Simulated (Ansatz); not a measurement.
**SiH3F with TiCl4: superposition error and deformation**

Aim: split the binding of a pair into the counterpoise interaction, the basis-set superposition error and the cost of deforming the fragments.

Program: Ansatz 0.2.0, Gaussian basis. Level of theory: PBE0-D4 structures, single points in def2-TZVPPD. These are calculated values, not measurements.

Levels: PBE-D4, revPBE-D4, BLYP-D4, r2SCAN-D4, B97M-V, PBE0-D4, B3LYP-D4, HSE06-D4, wB97X-V, wB97M-V, B2PLYP, Hartree-Fock, MP2, CCSD, CCSD(T).

Cores are frozen in the correlated methods. B3LYP uses VWN-RPA correlation. B2PLYP carries no dispersion term here.

30 further runs of the same task are left out: 30 set aside as unsound or not needed.

### 1 The system as given

The relaxed pair: 10 atoms, charge 0, spin multiplicity 1.

Atoms are counted from 1 here; the program's logs count them from 0.

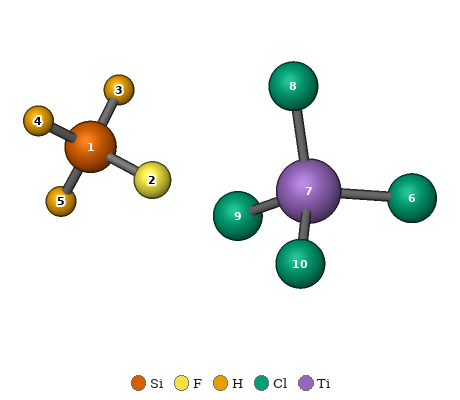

Start geometry, drawn with silicon orange, fluorine yellow, hydrogen amber, chlorine teal, titanium purple; atoms are numbered from 1 in the order of the file.

As a file:

```xyz
10
Cl4FH3SiTi
Si   -0.1678    0.0480   -2.1933
F    -0.9744    0.4998   -0.8800
H     1.2801    0.1938   -1.9197
H    -0.5865    0.9346   -3.3036
H    -0.5138   -1.3616   -2.4856
Cl    0.9432   -0.4290    4.1073
Ti    0.1729   -0.0530    2.1221
Cl    1.2072    1.6778    1.3356
Cl    0.5887   -1.8125    0.9196
Cl   -1.9496    0.3018    2.2974
```

Atoms 1 to 5 are fragment A (SiH3F), the rest fragment B (TiCl4). From earlier runs, pair energy (eV) and counterpoise interaction (kcal/mol):

```
   method       E(pair)  interaction
   PBE-D4  -83828.93277        -3.09
revPBE-D4  -83847.97229        -3.05
  BLYP-D4  -83862.76664        -3.34
r2SCAN-D4  -83856.08856        -3.06
   B97M-V  -83840.04186        -3.05
  PBE0-D4  -83833.63682        -3.13
 B3LYP-D4  -83864.77102        -3.52
 HSE06-D4  -83832.27548        -3.06
  wB97X-V  -83848.11109        -3.12
  wB97M-V  -83855.72920        -3.19
   B2PLYP  -83838.47235        -0.70
      MP2  -83771.40644        -2.28
  CCSD(T)  -83775.31843        -2.26
```

First each fragment is run alone in its own basis, frozen in the shape it has in the pair (a, b).

### 2 CCSD(T)/def2-TZVPPD

Contents of a/in.yaml:

```yaml
crystal:
  periodic: [false, false, false]
  atoms:
    - {symbol: Si, position_ang: [-0.167790, 0.048021, -2.193291]}
    - {symbol: F, position_ang: [-0.974442, 0.499822, -0.880015]}
    - {symbol: H, position_ang: [1.280101, 0.193803, -1.919710]}
    - {symbol: H, position_ang: [-0.586473, 0.934632, -3.303571]}
    - {symbol: H, position_ang: [-0.513752, -1.361607, -2.485630]}
basis:
  gaussian: {orbitals: "def2-TZVPPD.json"}
correlation: {method: ccsd_t}
```

Contents of b/in.yaml:

```yaml
crystal:
  periodic: [false, false, false]
  atoms:
    - {symbol: Cl, position_ang: [0.943185, -0.428996, 4.107343]}
    - {symbol: Ti, position_ang: [0.172873, -0.053028, 2.122115]}
    - {symbol: Cl, position_ang: [1.207198, 1.677823, 1.335610]}
    - {symbol: Cl, position_ang: [0.588711, -1.812462, 0.919641]}
    - {symbol: Cl, position_ang: [-1.949612, 0.301794, 2.297407]}
basis:
  gaussian: {orbitals: "def2-TZVPPD.json"}
correlation: {method: ccsd_t}
```

The basis file named in the input lies beside it (Basis Set Exchange, JSON).

No record of the launch command was kept for these runs.

Output in a:

```text
Functional definition: HF
  name "HF"
  cite "Fock, Z. Phys. 61, 126 (1930) doi:10.1007/BF01340294"
  parent pbe
  exchange = exact_x
  correlation = 0
796 factors; integrals over basis functions are off by at most 8.4e-4 eV
mean field evaluation 1: about -10617.3182 eV, gradient 2.6e1 eV
mean field evaluation 2: about -10617.3192 eV, gradient 2.6e1 eV
mean field evaluation 4: about -10618.7502 eV, gradient 1.9e0 eV
mean field evaluation 8: about -10618.7678 eV, gradient 5.9e-2 eV
mean field evaluation 16: about -10618.7660 eV, gradient 3.0e-1 eV
mean field -10618.76780125 eV, -390.2325190366 hartree, gradient 1.5e-6 eV, S^2 0.000000; 0 other end points of the search recorded, 0 dependent functions left out
6 core orbitals not correlated: weight in the atoms' cores, before any rotation towards them, 1.000 or more for the frozen orbitals, at most 0.000 for the correlated occupied ones
reference -10618.76780125 eV, -390.2325190366 hartree; 7, 7 occupied and 126, 126 virtual orbitals, 796 factors
second order -10.48175275 eV of doubles, -0.00000000 eV of singles
cycle   1  -10.74251395 eV  change   -2.6e-1 eV  update   7.3e-2
cycle   2  -11.01182696 eV  change   -2.7e-1 eV  update   2.2e-2
cycle   3  -11.08084075 eV  change   -6.9e-2 eV  update   1.1e-2
cycle   4  -11.07320244 eV  change    7.6e-3 eV  update   1.9e-3
cycle   5  -11.07275973 eV  change    4.4e-4 eV  update   7.4e-4
cycle   6  -11.07311542 eV  change   -3.6e-4 eV  update   2.0e-4
cycle   7  -11.07303677 eV  change    7.9e-5 eV  update   6.6e-5
cycle   8  -11.07300897 eV  change    2.8e-5 eV  update   1.8e-5
cycle   9  -11.07301238 eV  change   -3.4e-6 eV  update   6.6e-6
perturbative correction -0.29370083 eV, -0.0107933065 hartree
Total energy: -10630.13451446 eV, -390.6502380426 hartree
```

Log of b (excerpt; [...] marks lines left out):

```text
[... 4 set-up lines as earlier in the session ...]
[...]
1658 factors; integrals over basis functions are off by at most 5.9e-4 eV
[...]
mean field -73109.22148698 eV, -2686.7143344363 hartree, gradient 6.9e-6 eV, S^2 0.000000; 0 other end points of the search recorded, 0 dependent functions left out
25 core orbitals not correlated: weight in the atoms' cores, before any rotation towards them, 1.000 or more for the frozen orbitals, at most 0.000 for the correlated occupied ones
reference -73109.22148698 eV, -2686.7143344363 hartree; 20, 20 occupied and 226, 226 virtual orbitals, 1658 factors
second order -32.77408482 eV of doubles, -0.00000000 eV of singles
cycle   1  -31.93103090 eV  change    8.4e-1 eV  update   3.2e-1
[...]
cycle  13  -33.69985390 eV  change   -1.8e-5 eV  update   5.3e-6
perturbative correction -2.09957009 eV, -0.0771577777 hartree
Total energy: -73145.02091097 eV, -2688.0299390024 hartree
```

They took 4.9 s (a), 9 s (b) on 1 × a share of an NVIDIA H100 with 2 threads, shared host; peak memory 0.85 GiB.

### 3 Relaxing SiH3F alone

Contents of relax-a/in.yaml:

```yaml
crystal:
  periodic: [false, false, false]
  atoms:
    - {symbol: Si, position_ang: [-0.167790, 0.048021, -2.193291]}
    - {symbol: F, position_ang: [-0.974442, 0.499822, -0.880015]}
    - {symbol: H, position_ang: [1.280101, 0.193803, -1.919710]}
    - {symbol: H, position_ang: [-0.586473, 0.934632, -3.303571]}
    - {symbol: H, position_ang: [-0.513752, -1.361607, -2.485630]}
basis:
  gaussian: {orbitals: def2-TZVP}
hamiltonian: {xc: pbe0, dispersion: d4}
relax: {f_tol: 0.005, max_steps: 200}
```

The log of the run (excerpt; [...] marks lines left out):

```text
Functional definition: PBE0
  name "PBE0"
  cite "Adamo & Barone, J. Chem. Phys. 110, 6158 (1999) doi:10.1063/1.478522"
  cite "Perdew, Burke & Ernzerhof, Phys. Rev. Lett. 77, 3865 (1996) doi:10.1103/PhysRevLett.77.3865"
[... 1 set-up line as earlier in the session ...]
[...]
556 factors; their error is unknown
[...]
mean field -10640.14864663 eV, -391.0182506120 hartree, gradient 4.4e-5 eV, S^2 0.000000; 0 other end points of the search recorded, 0 dependent functions left out
[...]
reference -10640.14867105 eV, -391.0182515093 hartree; 13, 13 occupied and 73, 73 virtual orbitals, 556 factors
relax step   1: F+E_penalty+E_count = -10640.18707154 eV  Δ(F+E_penalty+E_count) = +0.000e0 eV  max|allowed force component| = 1.850e-1 eV/Å  Δτ_max = 0.0000 Å  (20 SCF iters, accepted)
[...]
556 factors; their error is unknown
mean field -10640.14967555 eV, -391.0182884239 hartree, gradient 1.6e-5 eV, S^2 0.000000; 1 other end points of the search recorded, 0 dependent functions left out
[...]
reference -10640.14969996 eV, -391.0182893210 hartree; 13, 13 occupied and 73, 73 virtual orbitals, 556 factors
Total energy: -10640.18814621 eV, -391.0197021946 hartree
Atom 0 at    -0.172269     0.051624    -2.189340 Å, force    -0.000528     0.000731    -0.000978 eV/Å
Atom 1 at    -0.972525     0.496988    -0.877516 Å, force     0.000484    -0.000309    -0.000640 eV/Å
Atom 2 at     1.278081     0.193324    -1.921236 Å, force     0.000789    -0.001387     0.001303 eV/Å
Atom 3 at    -0.583111     0.932307    -3.307758 Å, force    -0.001587     0.002355    -0.001071 eV/Å
Atom 4 at    -0.512531    -1.359573    -2.486368 Å, force     0.000842    -0.001390     0.001385 eV/Å
Dipole moment:     0.132208    -0.073654    -0.216472 e Å
```

Wall time 12 s (1 × a share of an NVIDIA H100 with 2 threads, shared host); peak host memory 0.8 GiB.

Step by step:

| step | energy from step 1 (eV) | largest force component (eV/Å) |
| --- | --- | --- |
| 1 | 0.0000 | 0.1850 |
| 2 | -0.0008 | 0.1187 |
| 3 | -0.0003 | 0.1611 |
| 4 | -0.0011 | 0.0024 |

Distances of close pairs at the start and the end, largest changes first:

```csv
bond,before (Å),after (Å),change (Å)
Si1–F2,1.606,1.600,-0.006
Si1–H5,1.481,1.482,+0.001
Si1–H3,1.481,1.482,+0.001
Si1–H4,1.481,1.482,+0.000
```

### 4 Relaxing TiCl4 alone

Contents of relax-b/in.yaml:

```yaml
crystal:
  periodic: [false, false, false]
  atoms:
    - {symbol: Cl, position_ang: [0.943185, -0.428996, 4.107343]}
    - {symbol: Ti, position_ang: [0.172873, -0.053028, 2.122115]}
    - {symbol: Cl, position_ang: [1.207198, 1.677823, 1.335610]}
    - {symbol: Cl, position_ang: [0.588711, -1.812462, 0.919641]}
    - {symbol: Cl, position_ang: [-1.949612, 0.301794, 2.297407]}
basis:
  gaussian: {orbitals: def2-TZVP}
hamiltonian: {xc: pbe0, dispersion: d4}
relax: {f_tol: 0.005, max_steps: 200}
```

The log of the run (excerpt; [...] marks lines left out):

```text
[... 5 set-up lines as earlier in the session ...]
[...]
1538 factors; their error is unknown
[...]
mean field -73192.91811554 eV, -2689.7901288043 hartree, gradient 3.7e-5 eV, S^2 0.000000; 0 other end points of the search recorded, 0 dependent functions left out
[...]
reference -73192.91815101 eV, -2689.7901301079 hartree; 45, 45 occupied and 148, 148 virtual orbitals, 1538 factors
relax step   1: F+E_penalty+E_count = -73193.12813460 eV  Δ(F+E_penalty+E_count) = +0.000e0 eV  max|allowed force component| = 2.261e-1 eV/Å  Δτ_max = 0.0000 Å  (28 SCF iters, accepted)
[...]
1538 factors; their error is unknown
[...]
mean field -73192.92840796 eV, -2689.7905070437 hartree, gradient 5.9e-5 eV, S^2 0.000000; 1 other end points of the search recorded, 0 dependent functions left out
[...]
reference -73192.92844337 eV, -2689.7905083449 hartree; 45, 45 occupied and 148, 148 virtual orbitals, 1538 factors
Total energy: -73193.13868805 eV, -2689.7982346946 hartree
Atom 0 at     0.958043    -0.435549     4.143522 Å, force     0.001667    -0.000578     0.004618 eV/Å
Atom 1 at     0.192484    -0.062965     2.156646 Å, force    -0.002575     0.001638    -0.004952 eV/Å
Atom 2 at     1.180591     1.666299     1.315708 Å, force     0.000160     0.000123     0.000457 eV/Å
Atom 3 at     0.566957    -1.785671     0.905390 Å, force     0.000092    -0.000983    -0.000447 eV/Å
Atom 4 at    -1.935720     0.303016     2.260850 Å, force     0.000656    -0.000200     0.000323 eV/Å
Dipole moment:     0.000188    -0.000124     0.000419 e Å
```

It took 17 s on 1 × a share of an NVIDIA H100 with 2 threads, shared host; peak host memory 0.91 GiB.

Along the way:

| step | energy from step 1 (eV) | largest force component (eV/Å) |
| --- | --- | --- |
| 1 | 0.0000 | 0.2261 |
| 2 | -0.0100 | 0.0372 |
| 3 | -0.0105 | 0.0050 |

Close pairs (by a distance rule), those that changed most:

```
   bond  before (Å)  after (Å)  change (Å)
Ti2–Cl4       2.171      2.162      -0.009
Ti2–Cl5       2.159      2.162      +0.003
Ti2–Cl3       2.164      2.162      -0.002
Cl1–Ti2       2.162      2.162      -0.001
```

### 5 CCSD(T)/def2-TZVPPD

Contents of free-a/in.yaml:

```yaml
crystal:
  periodic: [false, false, false]
  atoms:
    - {symbol: Si, position_ang: [-0.172269, 0.051624, -2.189340]}
    - {symbol: F, position_ang: [-0.972525, 0.496988, -0.877516]}
    - {symbol: H, position_ang: [1.278081, 0.193324, -1.921236]}
    - {symbol: H, position_ang: [-0.583111, 0.932307, -3.307758]}
    - {symbol: H, position_ang: [-0.512531, -1.359573, -2.486368]}
basis:
  gaussian: {orbitals: "def2-TZVPPD.json"}
correlation: {method: ccsd_t}
```

Contents of free-b/in.yaml:

```yaml
crystal:
  periodic: [false, false, false]
  atoms:
    - {symbol: Cl, position_ang: [0.958043, -0.435549, 4.143522]}
    - {symbol: Ti, position_ang: [0.192484, -0.062965, 2.156646]}
    - {symbol: Cl, position_ang: [1.180591, 1.666299, 1.315708]}
    - {symbol: Cl, position_ang: [0.566957, -1.785671, 0.905390]}
    - {symbol: Cl, position_ang: [-1.935720, 0.303016, 2.260850]}
basis:
  gaussian: {orbitals: "def2-TZVPPD.json"}
correlation: {method: ccsd_t}
```

Output in free-a (excerpt; [...] marks lines left out):

```text
[... 4 set-up lines as earlier in the session ...]
[...]
796 factors; integrals over basis functions are off by at most 8.3e-4 eV
[...]
mean field -10618.77265619 eV, -390.2326974524 hartree, gradient 1.6e-6 eV, S^2 0.000000; 0 other end points of the search recorded, 0 dependent functions left out
6 core orbitals not correlated: weight in the atoms' cores, before any rotation towards them, 1.000 or more for the frozen orbitals, at most 0.000 for the correlated occupied ones
reference -10618.77265619 eV, -390.2326974524 hartree; 7, 7 occupied and 126, 126 virtual orbitals, 796 factors
second order -10.47653254 eV of doubles, -0.00000000 eV of singles
cycle   1  -10.73965030 eV  change   -2.6e-1 eV  update   7.2e-2
[...]
cycle   9  -11.06912847 eV  change   -3.6e-6 eV  update   6.5e-6
perturbative correction -0.29294870 eV, -0.0107656661 hartree
Total energy: -10630.13473336 eV, -390.6502460868 hartree
```

Output in free-b (excerpt; [...] marks lines left out):

```text
[... 4 set-up lines as earlier in the session ...]
[...]
1658 factors; integrals over basis functions are off by at most 5.9e-4 eV
[...]
mean field -73109.23007502 eV, -2686.7146500409 hartree, gradient 5.9e-6 eV, S^2 0.000000; 0 other end points of the search recorded, 0 dependent functions left out
25 core orbitals not correlated: weight in the atoms' cores, before any rotation towards them, 1.000 or more for the frozen orbitals, at most 0.000 for the correlated occupied ones
reference -73109.23007502 eV, -2686.7146500409 hartree; 20, 20 occupied and 226, 226 virtual orbitals, 1658 factors
second order -32.77701603 eV of doubles, -0.00000000 eV of singles
cycle   1  -31.93758607 eV  change    8.4e-1 eV  update   3.2e-1
[...]
cycle  12  -33.70213851 eV  change    3.0e-5 eV  update   1.6e-5
perturbative correction -2.09728288 eV, -0.0770737244 hartree
Total energy: -73145.02949642 eV, -2688.0302545116 hartree
```

Times: 6 s (free-a), 13 s (free-b) on 1 × a share of an NVIDIA H100 with 2 threads, shared host; peak memory 0.86 GiB.

### 6 The split

```csv
method,interaction with counterpoise (kcal/mol),without,superposition error,deformation,binding energy
PBE-D4,-3.09,-3.41,0.32,0.08,-3.01
revPBE-D4,-3.05,-3.38,0.33,0.04,-3.01
BLYP-D4,-3.34,-3.66,0.32,0.01,-3.33
r2SCAN-D4,-3.06,-3.34,0.28,0.19,-2.86
B97M-V,-3.05,-3.30,0.26,0.26,-2.79
PBE0-D4,-3.13,-3.46,0.33,0.24,-2.90
B3LYP-D4,-3.52,-3.84,0.32,0.15,-3.37
HSE06-D4,-3.06,-3.39,0.33,0.24,-2.83
wB97X-V,-3.12,-3.42,0.30,0.24,-2.88
wB97M-V,-3.19,-3.49,0.30,0.22,-2.97
B2PLYP,-0.70,-1.35,0.65,0.15,-0.55
Hartree-Fock,0.80,0.44,0.36,0.31,1.11
MP2,-2.28,-3.72,1.44,0.26,-2.03
CCSD,-1.79,-3.16,1.37,0.27,-1.52
CCSD(T),-2.26,-3.76,1.50,0.20,-2.06
```

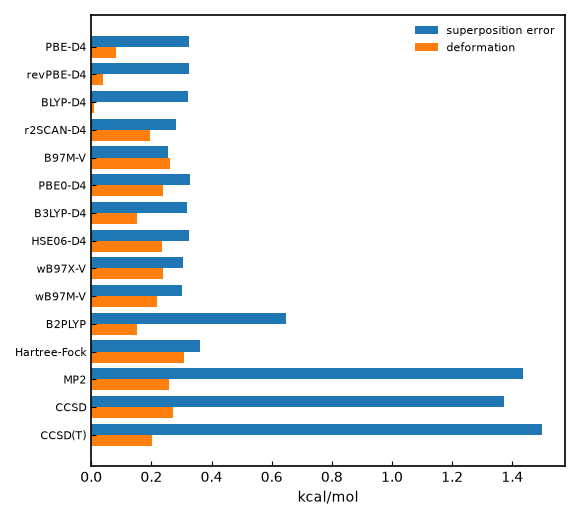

Superposition error and deformation energy by method.

### 7 What came out

```
            quantity           value
interaction, CCSD(T)  -2.26 kcal/mol
 superposition error   1.50 kcal/mol
         deformation   0.20 kcal/mol
      binding energy  -2.06 kcal/mol
```

What this shows: In this basis the superposition error is 1.50 kcal/mol for CCSD(T) and 0.31 kcal/mol on average for the plain functionals: correlated methods borrow far more, since they need many more functions to converge. Deformation takes back 9 % of the interaction.
